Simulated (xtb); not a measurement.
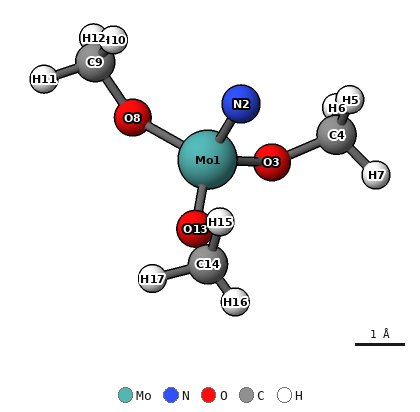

The structure as given in the input (ball-and-stick view, seen at a tilt; atoms are numbered from 1 in the order of the input). Sticks mark near contacts.

**Geometry relaxation, with input and output: C3H9MoNO3 (part 1 of 4)**

- system: C3H9MoNO3 (MoN(OMe)3)
- method: GFN2-xTB (xtb 6.7.1)

### The input (start.xyz)
```
17
start
Mo    -0.093080    -0.015350    -0.160050
N      0.025420    -0.032000     1.571630
O      1.557190    -0.791420    -0.657830
C      2.707250    -1.395060     0.011130
H      2.619540    -1.304770     1.118790
H      3.682390    -0.847310    -0.344740
H      2.811510    -2.516300    -0.260480
O     -0.019670     1.831970    -0.670130
C     -0.081690     3.087370    -0.069810
H     -0.225500     2.937310     0.896380
H     -1.077410     3.592220    -0.409340
H      0.753600     3.596670    -0.381560
O     -1.331700    -0.835880    -0.704940
C     -2.586710    -1.783950    -0.027410
H     -2.501890    -1.548040     1.050340
H     -2.527180    -2.664410    -0.420130
H     -3.486770    -1.142720    -0.479990
```

### File xtb.inp
```
$opt
   hessian=swart
$end
```

Machine: 1 thread of Intel Xeon @ 2.50GHz (Skylake/Cascade Lake), 189 GiB of memory available, shared host.

Run as:
```bash
xtb -I xtb.inp --chrg 0 --uhf 0 --opt normal -P 1 -- start.xyz > start.out 2> xtb.err
```

### The program's output
```
* xtb version 6.7.1
   ID    Z sym.   atoms
    1   42 Mo     1
    2    7 N      2
    3    8 O      3, 8, 13
    4    6 C      4, 9, 14
    5    1 H      5-7, 10-12, 15-17

           -------------------------------------------------
          |                Calculation Setup                |
           -------------------------------------------------

          program call               : xtb -I xtb.inp --chrg 0 --uhf 0 --opt normal -P 1 -- start.xyz
          coordinate file            : start.xyz
          omp threads                :                     1

           -------------------------------------------------
          |                 G F N 2 - x T B                 |
           -------------------------------------------------

      * Hamiltonian:
        H0-scaling (s, p, d)           1.850000    2.230000    2.230000
        zeta-weighting                 0.500000
      * Dispersion:
        s8                             2.700000
        a1                             0.520000
        a2                             5.000000
        s9                             5.000000
      * Repulsion:
        kExp                           1.500000    1.000000
        rExp                           1.000000
      * Coulomb:
        alpha                          2.000000
        third order                    shell-resolved
        anisotropic                    true
        a3                             3.000000
        a5                             4.000000
        cn-shift                       1.200000
        cn-exp                         4.000000
        max-rad                        5.000000

          ...................................................
          :                      SETUP                      :
          :.................................................:
          :  # basis functions                  47          :
          :  # atomic orbitals                  46          :
          :  # shells                           26          :
          :  # electrons                        50          :
          :  max. iterations                   250          :
          :  Hamiltonian                  GFN2-xTB          :
          :  restarted?                      false          :
          :  GBSA solvation                  false          :
          :  PC potential                    false          :
          :  electronic temp.          300.0000000     K    :
          :  accuracy                    1.0000000          :
          :  -> integral cutoff          0.2500000E+02      :
          :  -> integral neglect         0.1000000E-07      :
          :  -> SCF convergence          0.1000000E-05 Eh   :
          :  -> wf. convergence          0.1000000E-03 e    :
          :  Broyden damping             0.4000000          :
          :  net charge                          0          :
          :  unpaired electrons                  0          :
          ...................................................

 iter      E             dE          RMSdq      gap      omega  full diag
   1    -27.1001887 -0.271002E+02  0.196E+01    1.65       0.0  T
   2    -26.5123416  0.587847E+00  0.261E+01    4.65       1.0  T
   3    -28.0856030 -0.157326E+01  0.598E+00    2.90       1.0  T
   4    -28.3569225 -0.271320E+00  0.428E+00    1.85       1.0  T
   5    -28.2871901  0.697323E-01  0.593E+00    2.48       1.0  T
   6    -28.3506909 -0.635008E-01  0.211E+00    1.63       1.0  T
   7    -28.3492653  0.142558E-02  0.194E+00    1.67       1.0  T
   8    -28.3626755 -0.134102E-01  0.734E-01    1.78       1.0  T
   9    -28.3647524 -0.207690E-02  0.246E-01    1.86       1.0  T
  10    -28.3649340 -0.181554E-03  0.972E-02    1.85       1.0  T
  11    -28.3649696 -0.356146E-04  0.238E-02    1.85       1.0  T
  12    -28.3649690  0.615557E-06  0.288E-02    1.85       1.0  T
  13    -28.3649691 -0.139449E-06  0.285E-02    1.85       1.0  T
  14    -28.3649725 -0.341081E-05  0.178E-03    1.85      13.6  T
  15    -28.3649725 -0.612592E-08  0.911E-04    1.85      26.6  T
  16    -28.3649725  0.416303E-08  0.125E-03    1.85      19.5  T
  17    -28.3649725 -0.614597E-08  0.162E-04    1.85     149.8  T

   *** convergence criteria satisfied after 17 iterations ***

         #    Occupation            Energy/Eh            Energy/eV
      -------------------------------------------------------------
         1        2.0000           -0.7117803             -19.3685
       ...           ...                  ...                  ...
        19        2.0000           -0.4406008             -11.9894
        20        2.0000           -0.4228402             -11.5061
        21        2.0000           -0.4158489             -11.3158
        22        2.0000           -0.4135502             -11.2533
        23        2.0000           -0.3429296              -9.3316
        24        2.0000           -0.3331402              -9.0652
        25        2.0000           -0.3200061              -8.7078 (HOMO)
        26                         -0.2521184              -6.8605 (LUMO)
        27                         -0.2108852              -5.7385
        28                         -0.2036142              -5.5406
        29                         -0.1642775              -4.4702
        30                         -0.1487614              -4.0480
       ...                                ...                  ...
        46                          0.6353988              17.2901
      -------------------------------------------------------------
                  HL-Gap            0.0678878 Eh            1.8473 eV
             Fermi-level           -0.2860622 Eh           -7.7841 eV

 SCC (total)                   0 d,  0 h,  0 min,  0.035 sec
 SCC setup                      ...        0 min,  0.000 sec (  0.536%)
 Dispersion                     ...        0 min,  0.000 sec (  0.510%)
 classical contributions        ...        0 min,  0.000 sec (  0.147%)
 integral evaluation            ...        0 min,  0.004 sec ( 12.513%)
 iterations                     ...        0 min,  0.020 sec ( 55.582%)
 molecular gradient             ...        0 min,  0.011 sec ( 29.950%)
 printout                       ...        0 min,  0.000 sec (  0.687%)

         :::::::::::::::::::::::::::::::::::::::::::::::::::::
         ::                     SUMMARY                     ::
         :::::::::::::::::::::::::::::::::::::::::::::::::::::
         :: total energy             -28.103769212919 Eh    ::
         :: gradient norm              0.360808733865 Eh/a0 ::
         :: HOMO-LUMO gap              1.847319723043 eV    ::
         ::.................................................::
         :: SCC energy               -28.364933714459 Eh    ::
         :: -> isotropic ES            0.138783449770 Eh    ::
         :: -> anisotropic ES         -0.003467313038 Eh    ::
         :: -> anisotropic XC          0.020499848506 Eh    ::
         :: -> dispersion             -0.011502509468 Eh    ::
         :: repulsion energy           0.261164501540 Eh    ::
         :: add. restraining           0.000000000000 Eh    ::
         :: total charge               0.000000000000 e     ::
         :::::::::::::::::::::::::::::::::::::::::::::::::::::

      -----------------------------------------------------------
     |                   =====================                   |
     |                        A N C O P T                        |
     |                   =====================                   |
     |               Approximate Normal Coordinate               |
     |                Rational Function Optimizer                |
      -----------------------------------------------------------
      -----------------------------------------------------------
     |                   =====================                   |
     |                        A N C O P T                        |
     |                   =====================                   |
     |               Approximate Normal Coordinate               |
     |                Rational Function Optimizer                |
      -----------------------------------------------------------

          ...................................................
          :                      SETUP                      :
          :.................................................:
          :   optimization level            normal          :
          :   max. optcycles                   200          :
          :   ANC micro-cycles                  20          :
          :   degrees of freedom                45          :
          :.................................................:
          :   RF solver                   davidson          :
          :   write xtbopt.log                true          :
          :   linear?                        false          :
          :   energy convergence         0.5000000E-05 Eh   :
          :   grad. convergence          0.1000000E-02 Eh/α :
          :   maxmium RF displ.          1.0000000          :
          :   Hlow (freq-cutoff)         0.1000000E-01      :
          :   Hmax (freq-cutoff)         5.0000000          :
          :   S6 in model hess.         20.0000000          :
          ...................................................

generating ANC from exact Hessian ...
Using Swart-Hessian
 Shifting diagonal of input Hessian by    0.0000000000000000
 Lowest  eigenvalues of input Hessian
    0.000000    0.000000    0.000000    0.000000    0.000000    0.000000
    0.017759    0.020611    0.024074    0.033303    0.036559    0.073035
    0.149377    0.165481    0.177010    0.187391    0.210614    0.213469
 Highest eigenvalues
    1.371580    1.498000    1.578705    1.685238    1.874582    2.075440

........................................................................
.............................. CYCLE    1 ..............................
........................................................................

 iter      E             dE          RMSdq      gap      omega  full diag
   1    -28.3649725 -0.283650E+02  0.188E-04    1.85       0.0  T
   2    -28.3649725  0.112653E-08  0.677E-04    1.85      35.8  T
   3    -28.3649725 -0.124677E-08  0.873E-05    1.85     278.0  T
     SCC iter.                  ...        0 min,  0.004 sec
     gradient                   ...        0 min,  0.010 sec
 * total energy  :   -28.1037692 Eh     change       -0.2303260E-09 Eh
   gradient norm :     0.3608090 Eh/α   predicted     0.0000000E+00 (-100.00%)
   displ. norm   :     0.2615290 α      lambda       -0.8744807E-01
   maximum displ.:     0.1239401 α      in ANC's #41, #37, #33, ...

........................................................................
.............................. CYCLE    2 ..............................
........................................................................

 iter      E             dE          RMSdq      gap      omega  full diag
   1    -28.3793796 -0.283794E+02  0.602E-01    2.24       0.0  T
   2    -28.3792047  0.174901E-03  0.950E-01    2.17       1.0  T
   3    -28.3798375 -0.632788E-03  0.202E-01    2.19       1.0  T
   4    -28.3795763  0.261159E-03  0.327E-01    2.14       1.0  T
   5    -28.3798103 -0.233963E-03  0.233E-01    2.18       1.0  T
   6    -28.3798802 -0.699469E-04  0.115E-01    2.17       1.0  T
   7    -28.3799127 -0.324685E-04  0.113E-02    2.16       2.2  T
   8    -28.3799127 -0.443800E-07  0.792E-03    2.17       3.1  T
   9    -28.3799128 -0.145616E-07  0.265E-03    2.16       9.1  T
  10    -28.3799128 -0.321111E-07  0.120E-03    2.17      20.2  T
  11    -28.3799128 -0.357275E-08  0.487E-04    2.17      49.8  T
  12    -28.3799128 -0.189107E-09  0.141E-04    2.17     171.7  T
     SCC iter.                  ...        0 min,  0.014 sec
     gradient                   ...        0 min,  0.011 sec
 * total energy  :   -28.1637765 Eh     change       -0.6000725E-01 Eh
   gradient norm :     0.1734139 Eh/α   predicted    -0.4671465E-01 ( -22.15%)
   displ. norm   :     0.2703213 α      lambda       -0.4240438E-01
   maximum displ.:     0.1126165 α      in ANC's #41, #33, #45, ...

........................................................................
.............................. CYCLE    3 ..............................
........................................................................

 iter      E             dE          RMSdq      gap      omega  full diag
   1    -28.4019875 -0.284020E+02  0.589E-01    2.43       0.0  T
   2    -28.4000368  0.195067E-02  0.825E-01    2.52       1.0  T
   3    -28.4021812 -0.214433E-02  0.566E-01    2.40       1.0  T
   4    -28.4024990 -0.317817E-03  0.261E-01    2.41       1.0  T
   5    -28.4025636 -0.645935E-04  0.227E-01    2.44       1.0  T
   6    -28.4026371 -0.735394E-04  0.110E-01    2.43       1.0  T
   7    -28.4026664 -0.292729E-04  0.931E-03    2.42       2.6  T
   8    -28.4026664  0.213752E-07  0.606E-03    2.42       4.0  T
   9    -28.4026665 -0.147565E-06  0.328E-03    2.42       7.4  T
  10    -28.4026665 -0.333927E-07  0.175E-03    2.42      13.8  T
  11    -28.4026665  0.208593E-08  0.819E-04    2.42      29.6  T
  12    -28.4026665 -0.487375E-08  0.180E-04    2.42     134.5  T
     SCC iter.                  ...        0 min,  0.014 sec
     gradient                   ...        0 min,  0.011 sec
 * total energy  :   -28.1932001 Eh     change       -0.2942359E-01 Eh
   gradient norm :     0.0857766 Eh/α   predicted    -0.2275152E-01 ( -22.68%)
   displ. norm   :     0.2091489 α      lambda       -0.1495227E-01
   maximum displ.:     0.0881804 α      in ANC's #41, #30, #45, ...

........................................................................
.............................. CYCLE    4 ..............................
........................................................................

 iter      E             dE          RMSdq      gap      omega  full diag
   1    -28.4128913 -0.284129E+02  0.566E-01    2.51       0.0  T
   2    -28.4097717  0.311962E-02  0.109E+00    2.63       1.0  T
   3    -28.4135485 -0.377681E-02  0.380E-01    2.53       1.0  T
   4    -28.4135993 -0.508469E-04  0.198E-01    2.52       1.0  T
   5    -28.4136623 -0.629181E-04  0.136E-01    2.55       1.0  T
   6    -28.4136718 -0.953006E-05  0.846E-02    2.55       1.0  T
   7    -28.4136909 -0.191285E-04  0.208E-02    2.54       1.2  T
   8    -28.4136917 -0.824007E-06  0.631E-03    2.54       3.8  T
   9    -28.4136920 -0.218627E-06  0.337E-03    2.54       7.2  T
  10    -28.4136920 -0.609041E-07  0.147E-03    2.54      16.5  T
  11    -28.4136920 -0.133562E-07  0.620E-04    2.54      39.1  T
  12    -28.4136920 -0.995144E-09  0.282E-04    2.54      85.9  T
     SCC iter.                  ...        0 min,  0.014 sec
     gradient                   ...        0 min,  0.010 sec
 * total energy  :   -28.2011971 Eh     change       -0.7997042E-02 Eh
   gradient norm :     0.0409998 Eh/α   predicted    -0.7803165E-02 (  -2.42%)
   displ. norm   :     0.0623436 α      lambda       -0.1592931E-02
   maximum displ.:     0.0285698 α      in ANC's #1, #3, #37, ...

........................................................................
.............................. CYCLE    5 ..............................
........................................................................

 iter      E             dE          RMSdq      gap      omega  full diag
   1    -28.4154488 -0.284154E+02  0.101E-01    2.57       0.0  T
   2    -28.4154496 -0.791554E-06  0.802E-02    2.58       1.0  T
   3    -28.4154507 -0.112997E-05  0.502E-02    2.57       1.0  T
   4    -28.4154452  0.555314E-05  0.606E-02    2.58       1.0  T
   5    -28.4154534 -0.824955E-05  0.219E-02    2.58       1.1  T
   6    -28.4154540 -0.588762E-06  0.858E-03    2.57       2.8  T
   7    -28.4154542 -0.142380E-06  0.188E-03    2.57      12.9  T
   8    -28.4154541  0.425075E-08  0.115E-03    2.57      21.1  T
   9    -28.4154542 -0.795028E-08  0.186E-04    2.57     130.7  T
  10    -28.4154542 -0.386073E-10  0.130E-04    2.57     186.3  T
     SCC iter.                  ...        0 min,  0.013 sec
     gradient                   ...        0 min,  0.011 sec
 * total energy  :   -28.2024361 Eh     change       -0.1239037E-02 Eh
   gradient norm :     0.0236752 Eh/α   predicted    -0.7995599E-03 ( -35.47%)
   displ. norm   :     0.0842965 α      lambda       -0.1478083E-02
   maximum displ.:     0.0303329 α      in ANC's #30, #1, #27, ...

........................................................................
.............................. CYCLE    6 ..............................
........................................................................
```
